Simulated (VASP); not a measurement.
Band structure of CuAu (L1_0). Calculation: PBEsol GGA, VASP's PBE PAW potentials (set 64) (plane waves; VASP).

Unless said otherwise, spin-orbit coupling is left out, though it shifts the bands of the heavy elements here.

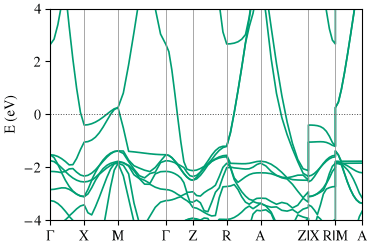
*Bands along high-symmetry lines, zero at the valence-band maximum or, without a gap, the Fermi level*

Read the plot: is there a gap, and where are the band edges?

It has no gap at this level: it comes out as a metal or semimetal. (Edges off the drawn lines would not show.)

The compound is CuAu in the L1_0 structure. It was relaxed first.
